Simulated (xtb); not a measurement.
# Geometry relaxation, with input and output: B₂SiH₆O₂ (part 1 of 4)

B₂SiH₆O₂, computed with GFN1-xTB (xtb 6.7.1).

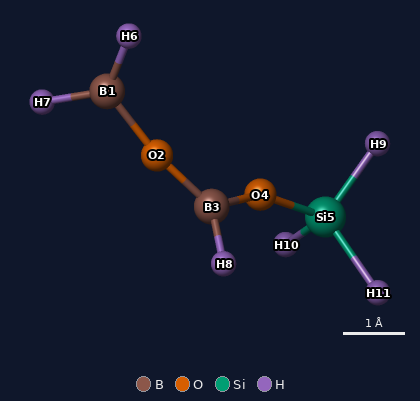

Fig. 1: The starting structure (ball-and-stick view, seen at a tilt; atoms are numbered from 1 in the order of the input).

### Input file (coord)
```
$coord
     -3.106539673534      3.682565990842      2.123598629809  b
     -2.358189230920      1.369144371814      1.167794053235  o
     -1.350587261270     -0.709327598140      0.458542044140  b
      0.946658302131     -0.826641795956     -0.557261336891  o
      3.306529389303     -2.048727680752     -2.031984707288  si
     -2.482571004443      4.452761667456      4.061210414433  h
     -4.318477729040      4.727527845976      0.535094849449  h
     -2.329559880132     -2.579665132727      0.742360010798  h
      5.567152060409     -1.051916047273     -0.713220433956  h
      3.128781750020     -1.585196759642     -4.679396521582  h
      3.086867624576     -5.066941555220     -1.632307631929  h
$end
```

### File xcontrol
```
$opt
   hessian=old
$end
```

Command:
```bash
xtb coord --gfn 1 -I xcontrol --opt normal > xtb.out
```

### Log
```
* xtb version 6.7.1
   ID    Z sym.   atoms
    1    5 b      1, 3
    2    8 o      2, 4
    3   14 si     5
    4    1 h      6-11

           -------------------------------------------------
          |                Calculation Setup                |
           -------------------------------------------------

          program call               : xtb coord --gfn 1 -I xcontrol --opt normal
          coordinate file            : coord
          omp threads                :                     1

           -------------------------------------------------
          |                 G F N 1 - x T B                 |
           -------------------------------------------------

      * Hamiltonian:
        H0-scaling (s, p, d)           1.850000    2.250000    2.000000
        zeta-weighting                 0.000000
      * Dispersion:
        s8                             2.400000
        a1                             0.630000
        a2                             5.000000
        s9                             0.000000
      * Repulsion:
        kExp                           1.500000
        rExp                           1.000000
      * Coulomb:
        alpha                          2.000000
        third order                    atomic
        anisotropic                    false
      * Halogen bond correction:
        rad-scale                      1.300000
        damping                        0.440000

          ...................................................
          :                      SETUP                      :
          :.................................................:
          :  # basis functions                  38          :
          :  # atomic orbitals                  37          :
          :  # shells                           23          :
          :  # electrons                        28          :
          :  # halogen bonds                     0          :
          :  max. iterations                   250          :
          :  Hamiltonian                  GFN1-xTB          :
          :  restarted?                      false          :
          :  GBSA solvation                  false          :
          :  PC potential                    false          :
          :  electronic temp.          300.0000000     K    :
          :  accuracy                    1.0000000          :
          :  -> integral cutoff          0.2500000E+02      :
          :  -> integral neglect         0.1000000E-07      :
          :  -> SCF convergence          0.1000000E-05 Eh   :
          :  -> wf. convergence          0.2000000E-04 e    :
          :  Broyden damping             0.4000000          :
          :  net charge                          0          :
          :  unpaired electrons                  0          :
          ...................................................

 iter      E             dE          RMSdq      gap      omega  full diag
   1    -17.5346419 -0.175346E+02  0.809E+00    6.28       0.0  T
   2    -17.6087595 -0.741176E-01  0.449E+00    5.89       1.0  T
   3    -17.6115522 -0.279268E-02  0.145E+00    4.70       1.0  T
   4    -17.6008072  0.107450E-01  0.157E+00    5.57       1.0  T
   5    -17.6203752 -0.195680E-01  0.830E-02    5.14       1.0  T
   6    -17.6204323 -0.570633E-04  0.210E-02    5.15       1.4  T
   7    -17.6204363 -0.402386E-05  0.706E-03    5.16       4.3  T
   8    -17.6204365 -0.180537E-06  0.378E-03    5.16       8.0  T
   9    -17.6204366 -0.104866E-06  0.275E-04    5.16     109.7  T
  10    -17.6204366  0.351299E-09  0.258E-04    5.16     116.7  T
  11    -17.6204366 -0.521307E-09  0.546E-05    5.16     551.9  T
  12    -17.6204366 -0.248406E-10  0.179E-06    5.16   16833.6  T

   *** convergence criteria satisfied after 12 iterations ***

         #    Occupation            Energy/Eh            Energy/eV
      -------------------------------------------------------------
         1        2.0000           -0.8022906             -21.8314
       ...           ...                  ...                  ...
         8        2.0000           -0.5572029             -15.1623
         9        2.0000           -0.5363904             -14.5959
        10        2.0000           -0.5234740             -14.2445
        11        2.0000           -0.4579462             -12.4613
        12        2.0000           -0.4539102             -12.3515
        13        2.0000           -0.4455990             -12.1254
        14        2.0000           -0.4355917             -11.8531 (HOMO)
        15                         -0.2459081              -6.6915 (LUMO)
        16                         -0.1792088              -4.8765
        17                         -0.1704984              -4.6395
        18                         -0.1514550              -4.1213
        19                         -0.1286975              -3.5020
       ...                                ...                  ...
        37                          1.4664623              39.9045
      -------------------------------------------------------------
                  HL-Gap            0.1896836 Eh            5.1616 eV
             Fermi-level           -0.3407499 Eh           -9.2723 eV

 SCC (total)                   0 d,  0 h,  0 min,  0.021 sec
 SCC setup                      ...        0 min,  0.000 sec (  0.925%)
 Dispersion                     ...        0 min,  0.000 sec (  0.332%)
 classical contributions        ...        0 min,  0.000 sec (  0.150%)
 integral evaluation            ...        0 min,  0.004 sec ( 20.730%)
 iterations                     ...        0 min,  0.007 sec ( 33.535%)
 molecular gradient             ...        0 min,  0.009 sec ( 42.686%)
 printout                       ...        0 min,  0.000 sec (  1.403%)

         :::::::::::::::::::::::::::::::::::::::::::::::::::::
         ::                     SUMMARY                     ::
         :::::::::::::::::::::::::::::::::::::::::::::::::::::
         :: total energy             -17.457603927631 Eh    ::
         :: gradient norm              0.139773852664 Eh/a0 ::
         :: HOMO-LUMO gap              5.161553318512 eV    ::
         ::.................................................::
         :: SCC energy               -17.620436608604 Eh    ::
         :: -> electrostatic           0.057330950142 Eh    ::
         :: repulsion energy           0.165760109641 Eh    ::
         :: dispersion energy         -0.002927428668 Eh    ::
         :: halogen bond corr.         0.000000000000 Eh    ::
         :: add. restraining           0.000000000000 Eh    ::
         :: total charge              -0.000000000000 e     ::
         :::::::::::::::::::::::::::::::::::::::::::::::::::::

      -----------------------------------------------------------
     |                   =====================                   |
     |                        A N C O P T                        |
     |                   =====================                   |
     |               Approximate Normal Coordinate               |
     |                Rational Function Optimizer                |
      -----------------------------------------------------------
      -----------------------------------------------------------
     |                   =====================                   |
     |                        A N C O P T                        |
     |                   =====================                   |
     |               Approximate Normal Coordinate               |
     |                Rational Function Optimizer                |
      -----------------------------------------------------------

          ...................................................
          :                      SETUP                      :
          :.................................................:
          :   optimization level            normal          :
          :   max. optcycles                   200          :
          :   ANC micro-cycles                  20          :
          :   degrees of freedom                27          :
          :.................................................:
          :   RF solver                   davidson          :
          :   write xtbopt.log                true          :
          :   linear?                        false          :
          :   energy convergence         0.5000000E-05 Eh   :
          :   grad. convergence          0.1000000E-02 Eh/α :
          :   maxmium RF displ.          1.0000000          :
          :   Hlow (freq-cutoff)         0.1000000E-01      :
          :   Hmax (freq-cutoff)         5.0000000          :
          :   S6 in model hess.         20.0000000          :
          ...................................................

generating ANC from exact Hessian ...
Using Lindh-Hessian (1995)
 Shifting diagonal of input Hessian by    1.0241062588751531E-002
 Lowest  eigenvalues of input Hessian
    0.000000    0.010000    0.000000    0.000000    0.000000    0.000000
    0.000000    0.010443    0.010882    0.011112    0.012480    0.014429
    0.020931    0.022659    0.029398    0.040304    0.059636    0.070163
 Highest eigenvalues
    0.690272    0.952870    1.134214    1.309258    2.083153    2.463997

........................................................................
.............................. CYCLE    1 ..............................
........................................................................

 iter      E             dE          RMSdq      gap      omega  full diag
   1    -17.6204366 -0.176204E+02  0.318E-06    5.16       0.0  T
   2    -17.6204366 -0.131450E-12  0.283E-07    5.16  100000.0  T
   3    -17.6204366  0.710543E-14  0.909E-08    5.16  100000.0  T
     SCC iter.                  ...        0 min,  0.002 sec
     gradient                   ...        0 min,  0.009 sec
 * total energy  :   -17.4576039 Eh     change       -0.2842171E-13 Eh
   gradient norm :     0.1397736 Eh/α   predicted     0.0000000E+00 (-100.00%)
   displ. norm   :     0.4069204 α      lambda       -0.3115861E-01
   maximum displ.:     0.2351148 α      in ANC's #11, #17, #6, ...

........................................................................
.............................. CYCLE    2 ..............................
........................................................................

 iter      E             dE          RMSdq      gap      omega  full diag
   1    -17.6227291 -0.176227E+02  0.209E-01    5.40       0.0  T
   2    -17.6228358 -0.106680E-03  0.984E-02    5.45       1.0  T
   3    -17.6228473 -0.115586E-04  0.230E-02    5.48       1.3  T
   4    -17.6228480 -0.724560E-06  0.103E-02    5.48       2.9  T
   5    -17.6228482 -0.111815E-06  0.150E-03    5.48      20.1  T
   6    -17.6228482 -0.384595E-08  0.453E-04    5.48      66.5  T
   7    -17.6228482 -0.262148E-09  0.586E-05    5.48     514.3  T
   8    -17.6228482 -0.178133E-10  0.130E-05    5.48    2327.2  T
     SCC iter.                  ...        0 min,  0.004 sec
     gradient                   ...        0 min,  0.009 sec
 * total energy  :   -17.4760075 Eh     change       -0.1840355E-01 Eh
   gradient norm :     0.0514330 Eh/α   predicted    -0.1815898E-01 (  -1.33%)
   displ. norm   :     0.6143970 α      lambda       -0.1530007E-01
   maximum displ.:     0.3440543 α      in ANC's #6, #4, #3, ...

........................................................................
.............................. CYCLE    3 ..............................
........................................................................

 iter      E             dE          RMSdq      gap      omega  full diag
   1    -17.6199323 -0.176199E+02  0.182E-01    5.46       0.0  T
   2    -17.6200182 -0.858828E-04  0.835E-02    5.46       1.0  T
   3    -17.6200286 -0.104198E-04  0.182E-02    5.45       1.7  T
   4    -17.6200287 -0.130076E-06  0.877E-03    5.45       3.4  T
   5    -17.6200288 -0.522178E-07  0.107E-03    5.46      28.3  T
   6    -17.6200288 -0.690722E-08  0.262E-04    5.46     114.9  T
   7    -17.6200288 -0.280238E-09  0.408E-05    5.46     739.7  T
   8    -17.6200288 -0.578737E-11  0.704E-06    5.46    4282.9  T
     SCC iter.                  ...        0 min,  0.004 sec
     gradient                   ...        0 min,  0.009 sec
 * total energy  :   -17.4727144 Eh     change        0.3293073E-02 Eh
   gradient norm :     0.0675674 Eh/α   predicted    -0.1053780E-01 (-420.00%)
   displ. norm   :     0.3408070 α      lambda       -0.1553584E-01
   maximum displ.:     0.2449223 α      in ANC's #6, #5, #3, ...

........................................................................
.............................. CYCLE    4 ..............................
........................................................................

 iter      E             dE          RMSdq      gap      omega  full diag
   1    -17.6232933 -0.176233E+02  0.942E-02    5.66       0.0  T
   2    -17.6233154 -0.220862E-04  0.412E-02    5.66       1.0  T
   3    -17.6233183 -0.294331E-05  0.673E-03    5.66       4.5  T
   4    -17.6233184 -0.816635E-07  0.358E-03    5.66       8.4  T
   5    -17.6233184 -0.618440E-08  0.624E-04    5.66      48.3  T
   6    -17.6233184 -0.106667E-08  0.157E-04    5.66     191.6  T
   7    -17.6233184 -0.686278E-10  0.319E-05    5.66     943.9  T
     SCC iter.                  ...        0 min,  0.004 sec
     gradient                   ...        0 min,  0.009 sec
 * total energy  :   -17.4796912 Eh     change       -0.6976814E-02 Eh
   gradient norm :     0.0193928 Eh/α   predicted    -0.8670164E-02 (  24.27%)
   displ. norm   :     0.5245385 α      lambda       -0.7702054E-02
   maximum displ.:     0.3240250 α      in ANC's #5, #4, #9, ...

........................................................................
.............................. CYCLE    5 ..............................
........................................................................

 iter      E             dE          RMSdq      gap      omega  full diag
   1    -17.6106294 -0.176106E+02  0.904E-02    5.63       0.0  T
   2    -17.6106617 -0.323364E-04  0.356E-02    5.62       1.0  T
   3    -17.6106659 -0.416181E-05  0.657E-03    5.62       4.6  T
   4    -17.6106660 -0.782716E-07  0.349E-03    5.62       8.6  T
   5    -17.6106660 -0.314706E-08  0.686E-04    5.62      44.0  T
   6    -17.6106660 -0.955858E-09  0.108E-04    5.62     279.9  T
   7    -17.6106660 -0.905871E-10  0.238E-05    5.62    1267.4  T
     SCC iter.                  ...        0 min,  0.004 sec
     gradient                   ...        0 min,  0.009 sec
 * total energy  :   -17.4723322 Eh     change        0.7358968E-02 Eh
   gradient norm :     0.0537314 Eh/α   predicted    -0.4910588E-02 (-166.73%)
   displ. norm   :     0.3344811 α      lambda       -0.1530808E-01
   maximum displ.:     0.2361476 α      in ANC's #5, #4, #6, ...

........................................................................
.............................. CYCLE    6 ..............................
........................................................................

 iter      E             dE          RMSdq      gap      omega  full diag
   1    -17.6259059 -0.176259E+02  0.779E-02    5.66       0.0  T
   2    -17.6259296 -0.237157E-04  0.330E-02    5.67       1.0  T
   3    -17.6259329 -0.329249E-05  0.721E-03    5.67       4.2  T
   4    -17.6259330 -0.478648E-07  0.381E-03    5.67       7.9  T
   5    -17.6259330 -0.459510E-08  0.589E-04    5.67      51.2  T
   6    -17.6259330 -0.105554E-08  0.768E-05    5.67     392.8  T
   7    -17.6259330 -0.464340E-10  0.282E-05    5.67    1070.5  T
     SCC iter.                  ...        0 min,  0.004 sec
     gradient                   ...        0 min,  0.009 sec
 * total energy  :   -17.4809379 Eh     change       -0.8605622E-02 Eh
   gradient norm :     0.0099143 Eh/α   predicted    -0.8510354E-02 (  -1.11%)
   displ. norm   :     0.1519409 α      lambda       -0.8155080E-03
   maximum displ.:     0.0959256 α      in ANC's #5, #3, #4, ...

........................................................................
.............................. CYCLE    7 ..............................
........................................................................
```
